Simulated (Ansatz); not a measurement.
# doublet C2H3In−: levels of theory compared

Wanted: a comparison of 6 runs (U-revPBE/def2-SVPD, U-wB97X/def2-SVPD, UB2PLYP/def2-SVPD, UB3LYP/def2-SVPD, UPBE-QIDH/def2-SVPD, UCCSD(T)/def2-SVPD) of doublet C2H3In−. 

Program for the calculation: Ansatz 0.2.0.

48 further runs of the same task are left out: 1 that didn't finish, 47 set aside as unsound or not needed.

### Step 1. The system as given

The species is C2H3In− (6 atoms), meant as a doublet with charge -1. SMILES of the parent species: `C#[C][InH2]`. The shape is that of a PBE0-D4/def2-TZVP optimisation. That shape belongs to the parent species and isn't relaxed for this state.

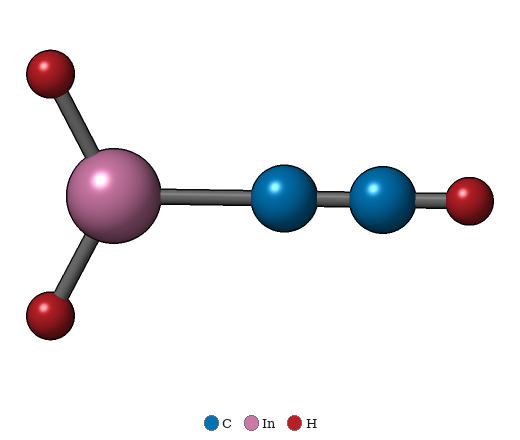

Viewed from a chosen angle; carbon blue, indium pink, hydrogen red.

### Step 2. A single-point energy at U-revPBE/def2-SVPD (core potential) (run 1)

File input.yaml:

```yaml
crystal:
  periodic: [false, false, false]
  atoms:
    - {symbol: C, position_ang: [-0.186600, -1.928000, 0.015100]}
    - {symbol: C, position_ang: [-0.070400, -0.723400, 0.005900]}
    - {symbol: In, position_ang: [0.131900, 1.363900, -0.010600]}
    - {symbol: H, position_ang: [-0.289000, -2.989600, 0.023300]}
    - {symbol: H, position_ang: [0.673500, 2.081500, -1.468800]}
    - {symbol: H, position_ang: [-0.259400, 2.195500, 1.435000]}
basis:
  gaussian:
    orbitals: def2-SVPD
total_charge: -1
magnetization:
  spin_polarized: true
  initial_magnetization: 1
hamiltonian:
  xc: {name: revPBE}
accuracy: high
output:
  orbitals: {seedname: orbitals}
```

Run with:

```console
$ ansatz run input.yaml --threads 1 --pin off --max-ram 3480MiB --events-out events.jsonl --progress --plain --runs-dir runs
```

Log:

```text
Warning: RAYON_NUM_THREADS=1 ignored (pool sized by the plan → 1); use --threads N
Functional definition: revPBE
  name "revPBE"
  parameter kappa = 1.245
  parameter beta = 0.06672455060314922
  exchange = pbe_x(kappa = kappa, mu = beta*pi^2/3)
  correlation = pbe_c(beta = beta)
2051 factors; integrals over basis functions are off by at most 3.2e-9 eV
mean field evaluation 1: about -7290.9335 eV, gradient 2.1e1 eV
mean field evaluation 2: about -7288.8303 eV, gradient 2.8e1 eV
mean field evaluation 4: about -7293.4519 eV, gradient 1.2e0 eV
mean field evaluation 8: about -7293.4603 eV, gradient 8.3e-2 eV
mean field evaluation 16: about -7293.4603 eV, gradient 2.1e-5 eV
mean field -7293.46031826 eV, -268.0297230109 hartree, gradient 6.8e-8 eV, S^2 0.753750; 1 other end points of the search recorded, 0 dependent functions left out
reference -7293.46032351 eV, -268.0297232039 hartree; 19, 18 occupied and 77, 78 virtual orbitals, 2051 factors
Total energy: -7293.46032351 eV, -268.0297232039 hartree
```

It took 12 s on 1 thread of Arm Neoverse V2, shared host; peak memory 0.31 GiB.

### Step 3. A single-point energy at U-wB97X/def2-SVPD (core potential) (run 2)

File run.yaml:

```yaml
crystal:
  periodic: [false, false, false]
  atoms:
    - {symbol: C, position_ang: [-0.186600, -1.928000, 0.015100]}
    - {symbol: C, position_ang: [-0.070400, -0.723400, 0.005900]}
    - {symbol: In, position_ang: [0.131900, 1.363900, -0.010600]}
    - {symbol: H, position_ang: [-0.289000, -2.989600, 0.023300]}
    - {symbol: H, position_ang: [0.673500, 2.081500, -1.468800]}
    - {symbol: H, position_ang: [-0.259400, 2.195500, 1.435000]}
basis:
  gaussian: {orbitals: def2-SVPD}
hamiltonian: {xc: {name: wB97X}}
total_charge: -1
output: {orbitals: {seedname: orbitals}}
magnetization: {spin_polarized: true, initial_magnetization: 1}
accuracy: high
```

Run with:

```console
$ ansatz run run.yaml --threads 1 --pin off --max-ram 3480MiB --events-out events.jsonl --progress --plain --runs-dir runs
```

Log:

```text
Warning: RAYON_NUM_THREADS=1 ignored (pool sized by the plan → 1); use --threads N
Functional definition: wB97X
  name "wB97X"
  parameter omega = 0.3/bohr
  parameter cx = 0.157706
  parameter cx1 = 0.726479
  parameter cx2 = 1.04760
  parameter cx3 = -5.70635
  parameter cx4 = 13.2794
  parameter css1 = -4.33879
  parameter css2 = 18.2308
  parameter css3 = -31.7430
  parameter css4 = 17.2901
  parameter cos1 = 2.37031
  parameter cos2 = -11.3995
  parameter cos3 = 6.58405
  parameter cos4 = -3.78132
  exchange = spin_sum(e_x_unif_sr(omega)*poly(b97_u_x, 1 - cx, cx1, cx2, cx3, cx4)) + cx*exact_x_sr(omega)
      + exact_x_lr(omega)
  correlation = spin_sum(e_c_pw_same_spin*poly(b97_u_same, 1, css1, css2, css3, css4))
      + integral(e_c_pw_opposite_spin*poly(b97_u_opposite, 1, cos1, cos2, cos3, cos4))
2051 factors; integrals over basis functions are off by at most 3.2e-9 eV
510 factors; integrals over basis functions are off by at most 2.1e-9 eV
mean field evaluation 1: about -7292.0224 eV, gradient 1.1e1 eV
mean field evaluation 2: about -7292.6886 eV, gradient 5.0e0 eV
mean field evaluation 4: about -7292.8158 eV, gradient 4.8e-1 eV
mean field evaluation 8: about -7292.8643 eV, gradient 6.2e-2 eV
mean field evaluation 16: about -7292.8645 eV, gradient 3.6e-4 eV
mean field -7292.86447457 eV, -268.0078261593 hartree, gradient 7.6e-8 eV, S^2 0.754888; 0 other end points of the search recorded, 0 dependent functions left out
reference -7292.86447132 eV, -268.0078260398 hartree; 19, 18 occupied and 77, 78 virtual orbitals, 2051 factors
Total energy: -7292.86447132 eV, -268.0078260398 hartree
```

Wall time 51 s (1 thread of Arm Neoverse V2, shared host); peak memory 0.89 GiB.

Run 3 isn't shown in full; the table further down has it.

### Step 4. A single-point energy at UB3LYP/def2-SVPD (core potential) (run 4)

File job.yaml:

```yaml
crystal:
  periodic: [false, false, false]
  atoms:
    - {symbol: C, position_ang: [-0.186600, -1.928000, 0.015100]}
    - {symbol: C, position_ang: [-0.070400, -0.723400, 0.005900]}
    - {symbol: In, position_ang: [0.131900, 1.363900, -0.010600]}
    - {symbol: H, position_ang: [-0.289000, -2.989600, 0.023300]}
    - {symbol: H, position_ang: [0.673500, 2.081500, -1.468800]}
    - {symbol: H, position_ang: [-0.259400, 2.195500, 1.435000]}
basis:
  gaussian:
    orbitals: def2-SVPD
accuracy: high
total_charge: -1
hamiltonian:
  xc: {name: B3LYP}
output: {orbitals: {seedname: orbitals}}
magnetization:
  spin_polarized: true
  initial_magnetization: 1
```

Run with:

```console
$ ansatz run job.yaml --threads 1 --pin off --max-ram 3480MiB --events-out events.jsonl --progress --plain --runs-dir runs
```

Log:

```text
Warning: RAYON_NUM_THREADS=1 ignored (pool sized by the plan → 1); use --threads N
Functional definition: B3LYP
  name "B3LYP"
  parameter a0 = 0.2
  parameter ax = 0.72
  parameter ac = 0.81
  exchange = (1 - a0 - ax)*slater_x + ax*b88_x + a0*exact_x
  correlation = (1 - ac)*vwn_rpa_c + ac*lyp_c
2051 factors; integrals over basis functions are off by at most 3.2e-9 eV
mean field evaluation 1: about -7293.0073 eV, gradient 1.7e1 eV
mean field evaluation 2: about -7292.8529 eV, gradient 1.8e1 eV
mean field evaluation 4: about -7294.5776 eV, gradient 1.0e0 eV
mean field evaluation 8: about -7294.6529 eV, gradient 5.5e-2 eV
mean field evaluation 16: about -7294.6530 eV, gradient 1.4e-4 eV
mean field -7294.65299916 eV, -268.0735532258 hartree, gradient 7.6e-8 eV, S^2 0.753743; 2 other end points of the search recorded, 0 dependent functions left out
reference -7294.65303687 eV, -268.0735546116 hartree; 19, 18 occupied and 77, 78 virtual orbitals, 2051 factors
Total energy: -7294.65303687 eV, -268.0735546116 hartree
```

Wall time 14 s (1 thread of Arm Neoverse V2, shared host); peak memory 0.43 GiB.

Run 5 isn't shown in full; the table further down has it.

### Step 5. A single-point energy at UCCSD(T)/def2-SVPD (core potential) (run 6)

Edit job.yaml of step 4 so:

```diff
@@ -10,11 +10,7 @@
 basis:
-  gaussian:
-    orbitals: def2-SVPD
+  gaussian: {orbitals: def2-SVPD}
+total_charge: -1
+magnetization: {spin_polarized: true, initial_magnetization: 1}
+correlation: {method: ccsd_t, frozen_orbitals: {C: 1, H: 0, In: 4}}
 accuracy: high
-total_charge: -1
-hamiltonian:
-  xc: {name: B3LYP}
-output: {orbitals: {seedname: orbitals}}
-magnetization:
-  spin_polarized: true
-  initial_magnetization: 1
+scf: {omitted_lower_state_checks: [cluster_reference, increment]}
```

Run with:

```console
$ ansatz run job.yaml --threads 1 --pin off --max-ram 3480MiB --events-out events.jsonl --progress --plain --runs-dir runs
```

Log:

```text
Warning: RAYON_NUM_THREADS=1 ignored (pool sized by the plan → 1); use --threads N
[... 13 lines left out ...]
6 core orbitals not correlated: weight in the atoms' cores, before any rotation towards them, 1.000 or more for the frozen orbitals, at most 0.000 for the correlated occupied ones
[... 27 lines left out ...]
Total energy: -7264.10433965 eV, -266.9509106955 hartree
Checks for a lower state left out: cluster_reference, increment
```

Wall time 2 min (1 thread of Arm Neoverse V2, shared host); peak memory 1.4 GiB.

### Step 6. All runs side by side

| run | level | frozen core orbitals | energy (Eh) | HOMO energy (eV) | LUMO energy (eV) | ⟨S²⟩ | wall time |
| --- | --- | --- | --- | --- | --- | --- | --- |
| 1 | U-revPBE/def2-SVPD (core potential) | – | -268.029723 | 1.90 | 2.87 | 0.754 | 12 s |
| 2 | U-wB97X/def2-SVPD (core potential) | – | -268.007826 | -0.25 | 4.32 | 0.755 | 51 s |
| 3 | UB2PLYP/def2-SVPD (core potential) | 6 | -267.640161 | 0.81 | 4.14 | 0.760 | 17 s |
| 4 | UB3LYP/def2-SVPD (core potential) | – | -268.073555 | 1.43 | 3.19 | 0.754 | 14 s |
| 5 | UPBE-QIDH/def2-SVPD (core potential) | 6 | -267.594126 | 0.23 | 4.34 | 0.767 | 18 s |
| 6 | UCCSD(T)/def2-SVPD (core potential) | 6 | -266.950911 | – | – | 0.806 | 2 min |

### Step 7. Outcome

| quantity | value |
| --- | --- |
| run 6: total energy | -266.95091 Eh |
| run 6: correlation energy (6 core orbitals frozen) | -420.2 mEh |
| run 6: (T) correction | -18.48 mEh |
| run 6: ⟨S²⟩ of the reference determinant | 0.806 |
| run 6: T1 diagnostic | 0.018 |

**Reading.** Totals of different functionals can't be ranked against each other. In runs 1, 3, 4, 5 the HOMO lies above zero, so the outermost electron may be held by the basis alone. All runs together took 3.9 min, the longest 2 min.
